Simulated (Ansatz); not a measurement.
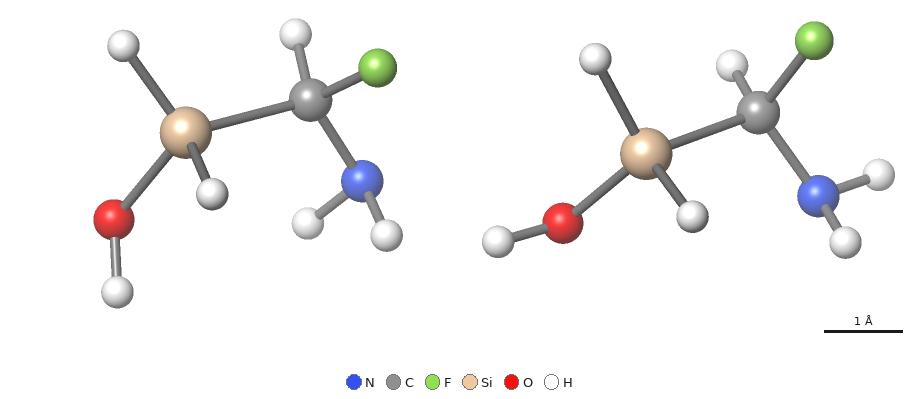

Two geometries of CH6FNOSi (coarse preliminary run), drawn at one scale. One is the start of a relaxation, the other its converged end. A ball-and-stick model, seen at a tilt.

All numbers below come from RKS PBE-D4/def2-SVP (Ansatz). Set-up: force threshold 0.03 eV/Å; at most 200 steps.

Q: Which geometry has the lower energy?

A: The right one is the relaxed one. The start comes from a force field. The atom that moves furthest after the best rigid fit is an H atom (1.58 Å). By element the largest moves are H 1.58 Å, F 0.52 Å, Si 0.28 Å, C 0.27 Å, N 0.21 Å, O 0.15 Å. Near-neighbour distances that change, for instance: C–F 1.335 → 1.452 Å, H–Si 1.409 → 1.505 Å, O–Si 1.738 → 1.684 Å, H–N 1.059 → 1.026 Å. Bond angles that change, for instance: O–Si–H 103.2° → 112.3°, N–C–F 105.4° → 114.0°, C–N–H 106.6° → 113.5°. Groups turn about O–Si by about 80°, C–Si by about 25°. Over 20 accepted moves (24 points after the start) the energy falls by 0.675 eV. Largest force component: 3.1 eV/Å at the start, 0.029 eV/Å at the end. The line search rejected the trial steps at points 8, 12, 16, 20 of the run.
